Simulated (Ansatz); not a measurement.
**LaZn2 (Imma): the equilibrium volume**

At what volume is LaZn2 (Imma) free of pressure?

Computed with Ansatz 0.2.0 (DFT PBEsol, scalar-relativistic, plane waves, PAW, unless a step's input says otherwise).

2 further runs of the same task are left out: 2 that didn't finish. Runs told in other sessions of the task aren't counted.

### Step 1. Starting point

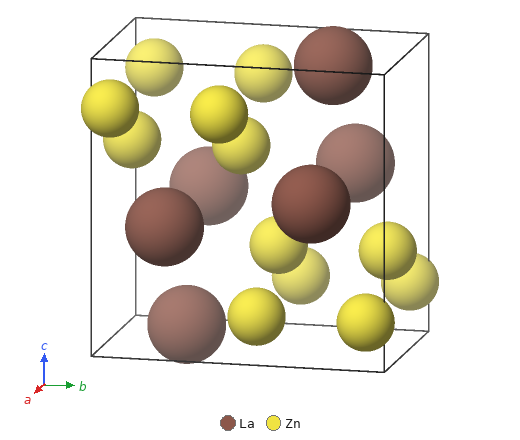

The starting structure, seen slightly off an axis (lanthanum brown, zinc yellow). The cell drawn here is the conventional one.

Structure file:

```cif
data_structure
_symmetry_space_group_name_H-M 'P 1'
_symmetry_Int_Tables_number 1
_cell_length_a 5.7606
_cell_length_b 5.7606
_cell_length_c 5.7606
_cell_angle_alpha 132.766
_cell_angle_beta 99.868
_cell_angle_gamma 98.605
_cell_volume 128.57
loop_
_atom_site_label
_atom_site_type_symbol
_atom_site_fract_x
_atom_site_fract_y
_atom_site_fract_z
_atom_site_occupancy
La1 La 0.69825 0.44825 0.25000 1
La2 La 0.30175 0.55175 0.75000 1
Zn1 Zn 0.72765 0.16381 0.56383 1
Zn2 Zn 0.27235 0.83619 0.43617 1
Zn3 Zn 0.09998 0.16381 0.93617 1
Zn4 Zn 0.90002 0.83619 0.06383 1
```

### Step 2. At the starting volume (PBEsol, 6×6×6 mesh)

Input file input.yaml:

```yaml
crystal:
  lattice:
    - [-2.3078057348, 3.7079113272, 3.7562738006]
    - [2.3078057348, -3.7079113272, 3.7562738006]
    - [2.3078057348, 3.7079113272, -3.7562738006]
  atoms:
    - { symbol: La, position: [0.6982477022, 0.4482477022, 0.25] }
    - { symbol: La, position: [0.3017522978, 0.5517522978, 0.75] }
    - { symbol: Zn, position: [0.7276453136, 0.1638116062, 0.5638337074] }
    - { symbol: Zn, position: [0.2723546864, 0.8361883938, 0.4361662926] }
    - { symbol: Zn, position: [0.0999778987, 0.1638116062, 0.9361662926] }
    - { symbol: Zn, position: [0.9000221013, 0.8361883938, 0.0638337074] }
basis:
  ecutwfc: 420
kpoints:
  mp_grid: { grid: [6, 6, 6] }
hamiltonian:
  xc: pbesol
scf:
  occupations: { method: gaussian, width: 0.1 }
output:
  forces: true
  stress: true
  eigenvalues: true
```

On the command line:

```bash
> ansatz run input.yaml --threads 8 --pin off --max-ram 14336MiB --backend cpu --events-out ev --progress --plain --runs-dir out
```

Standard output (excerpt; [...] marks lines left out):

```text
Warning: RAYON_NUM_THREADS=8 ignored (pool sized by the plan → 8); use --threads N
[...]
Pseudopotentials: kind: paw
Pseudopotential: La, paw, valence charge 11, recommended cutoff 420 eV (normal), La.paw.azcp
Pseudopotential: Zn, paw, valence charge 12, recommended cutoff 420 eV (normal), Zn.paw.azcp
Functional definition: PBEsol
[...]
Crystal: 6 atoms, lattice volume = 128.572 Å³
Basis set: ecut = 420 eV, 2531 PW (Γ), exchange–correlation on 80×80×80 points (8 copies of the dense FFT grid, shifted against one another)
Bands: 42, of which v1, the nominal top of the filled ones, is band 35 counted from 1 (34 counted from 0)
Symmetry: 8 space group operations
Space group: Imma (ITA 74), of the structure as read, at distance tolerance 5.0e-5 Å
k-points: 46 of 216
[...]
SCF iter   1: F=—  HF=-25448.271778 eV  |F-HF|=—  |Δ(HF+E_count)|=         —  Δρ=3.83e-3  dr2=1.96e-2  ethr=1.77e-3  ⟨swp⟩=10.1  Hψ=11181  notcnv=0
[...]
SCF iter   7: F=-25448.266573 eV  HF=-25448.266573 eV  |F-HF|=1.24e-8  |Δ(HF+E_count)|=   8.80e-8  Δρ=4.91e-6  dr2=2.56e-8  ethr=1.43e-10  ⟨swp⟩=12.7  Hψ=9575  notcnv=0
[...]
SCF converged after 7 iterations
Free energy (F): -25448.266573 eV
[...]
E sigma→0 (E₀):  -25448.253830 eV
Entropy (-TS):   -0.025487 eV (-4.248 meV/atom)
Fermi energy:    11.241823 eV
[...]
--- Forces (eV/Å), atoms counted from 1 ---
  atom   1  La     0.00000000     0.00000000     0.25702980
  atom   2  La     0.00000000    -0.00000000    -0.25702980
  atom   3  Zn     0.00000000     0.09049748    -0.01313676
  atom   4  Zn     0.00000000    -0.09049748     0.01313676
  atom   5  Zn     0.00000000    -0.09049748    -0.01313676
  atom   6  Zn     0.00000000     0.09049748     0.01313676
[...]
--- Stress (GPa, compression-positive) ---
       -1.049930      -0.000000       0.000000
       -0.000000       0.240683      -0.000000
        0.000000      -0.000000      -1.878797
  P = ⅓ Tr σ = -0.8960 GPa (-8.960 kbar)
--- Band table (eV; the first three rows and the last of 46) ---
[...]
```

Wall time 3 s (8 threads of Arm Neoverse V2, shared host); peak memory 0.72 GiB.

In short: volume 21.429 Å³/atom, pressure -0.90 GPa, a metal on this mesh.

### Step 3. Relaxing cell and atoms

Changes to input.yaml since step 2:

```diff
@@ -15,3 +15,3 @@
 kpoints:
-  mp_grid: { grid: [6, 6, 6] }
+  mp_grid: { grid: [8, 8, 8] }
 hamiltonian:
@@ -19,3 +19,3 @@
 scf:
-  occupations: { method: gaussian, width: 0.1 }
+  occupations: { method: gaussian, width: 0.05 }
 output:
@@ -24 +24,6 @@
   eigenvalues: true
+relax:
+  adjacent_minimum: "off"
+  f_tol: 0.01
+  max_steps: 50
+  cell: { stress_tol: 0.1 }
```

On the command line:

```bash
> ansatz run input.yaml --threads 8 --pin off --max-ram 14336MiB --backend cpu --events-out ev --progress --plain --runs-dir out
```

Standard output (excerpt; [...] marks lines left out):

```text
Warning: RAYON_NUM_THREADS=8 ignored (pool sized by the plan → 8); use --threads N
[...]
[... 4 set-up lines as earlier in the session ...]
[...]
Crystal: 6 atoms, lattice volume = 128.572 Å³
Basis set: ecut = 420 eV, 2531 PW (Γ), exchange–correlation on 80×80×80 points (8 copies of the dense FFT grid, shifted against one another)
Bands: 42, of which v1, the nominal top of the filled ones, is band 35 counted from 1 (34 counted from 0)
[... 2 set-up lines as earlier in the session ...]
k-points: 95 of 512
[...]
SCF iter   1: F=—  HF=-25448.256496 eV  |F-HF|=—  |Δ(HF+E_count)|=         —  Δρ=3.96e-3  dr2=2.43e-2  ethr=1.77e-3  ⟨swp⟩=10.5  Hψ=23798  notcnv=0  defer=1
[...]
  P = ⅓ Tr σ = -0.0086 GPa (-0.086 kbar)
--- Band table (eV; the first three rows and the last of 95) ---
[...]
--- Relaxed structure (8 steps of the walk, 8 accepted, 1 SCFs on fresh bases) ---
  F+E_penalty+E_count = -25448.28142948 eV   max|allowed force component| = 2.482e-3 eV/Å   (the final SCF, on the basis selected at the relaxed cell)
  cell:  # Å, volume = 126.3744 Å³
    - [-2.3104528705812992, 3.7708523525535314, 3.6262884693629145]
    - [2.3104528705812992, -3.7708523525535314, 3.6262884693629145]
    - [2.3104528705812992, 3.7708523525535314, -3.6262884693629145]
  atoms:
    - { symbol: La, position: [0.6970238597699843, 0.44702385976998427, 0.25] }
    - { symbol: La, position: [0.30297614023001596, 0.5529761402300158, 0.75] }
    - { symbol: Zn, position: [0.731457755520787, 0.16256364536016016, 0.5688941101606267] }
    - { symbol: Zn, position: [0.2685422444792131, 0.8374363546398398, 0.43110588983937315] }
    - { symbol: Zn, position: [0.09366953519953342, 0.16256364536016005, 0.9311058898393734] }
    - { symbol: Zn, position: [0.9063304648004669, 0.83743635463984, 0.06889411016062677] }
```

Run time: 55 s. Hardware: 8 threads of Arm Neoverse V2, shared host; peak memory 0.9 GiB.

Relaxation path:

| step | energy from step 1 (meV/atom) | largest force component (eV/Å) | pressure (GPa) | volume (Å³/atom) |
| --- | --- | --- | --- | --- |
| 1 | 0.0 | 0.308 | -0.95 | 21.429 |
| 2 | -3.8 | 0.159 | 0.38 | 21.155 |
| 3 | -4.8 | 0.014 | -0.04 | 21.223 |
| 4 | -4.8 | 0.013 | -0.14 | 21.241 |
| 5 | -5.0 | 0.009 | -0.07 | 21.190 |
| 6 | -5.1 | 0.012 | 0.03 | 20.964 |
| 7 | -5.1 | 0.010 | 0.31 | 20.974 |
| 8 | -5.2 | 0.002 | -0.01 | 21.062 |
| 9 | -5.2 | 0.002 | -0.01 | 21.062 |

Step 1 is the start. Step 9 repeats the geometry before it on a plane-wave basis chosen anew for the final cell, which shifts the energy by +0.1 meV/atom. The run keeps the 8 symmetry operations that it found, so it can't reach a distortion that breaks them.

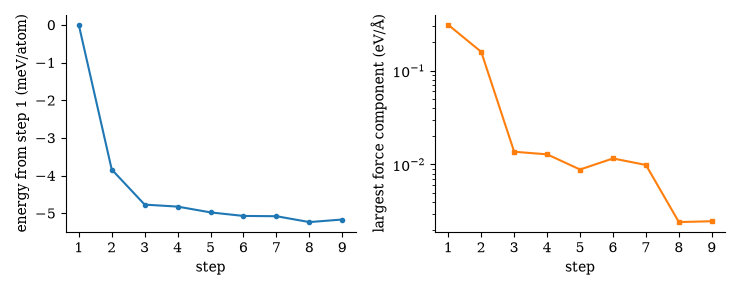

Energy and largest force along the relaxation.

This gives: volume 21.062 Å³/atom, pressure -0.01 GPa, no gap.

### Step 4. The cell, before and after

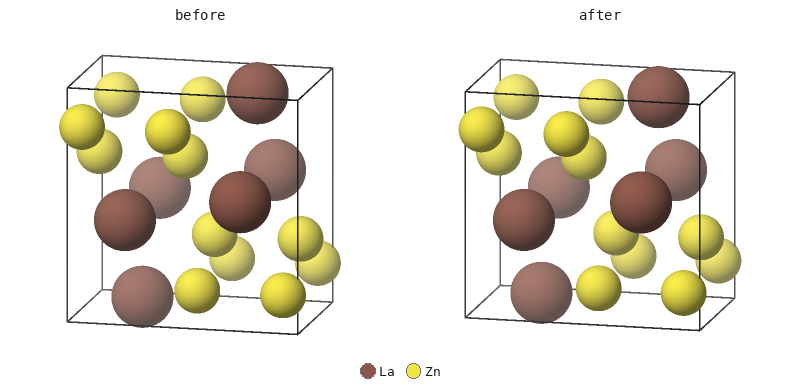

Before and after, drawn at the same scale. Drawn in the start's conventional cell.

The cell before and after:

| cell as typed | before | after | change |
| --- | --- | --- | --- |
| a (Å) | 5.761 | 5.719 | -0.7 % |
| b (Å) | 5.761 | 5.719 | -0.7 % |
| c (Å) | 5.761 | 5.719 | -0.7 % |
| α (°) | 132.77 | 132.34 | -0.42° |
| β (°) | 99.87 | 97.50 | -2.37° |
| γ (°) | 98.60 | 101.30 | +2.69° |
| volume (Å³/atom) | 21.429 | 21.062 | -1.7 % |
| shortest distance (Å) | 2.637 | 2.577 | -2.3 % |
| space group | Imma | Imma | same |

### Step 5. Outcome

| quantity | value |
| --- | --- |
| volume | 21.062 Å³/atom |
| pressure | -0.01 GPa |
| conventional cell | a = 4.621 Å, b = 7.542 Å, c = 7.253 Å, α = 90.00°, β = 90.00°, γ = 90.00° |
| gap on the mesh | none (metal) |

**Reading.** From the first run shown, the volume went from 21.43 to 21.06 Å³/atom (-1.7 %) in 2 runs, where the pressure is zero within 0.01 GPa.
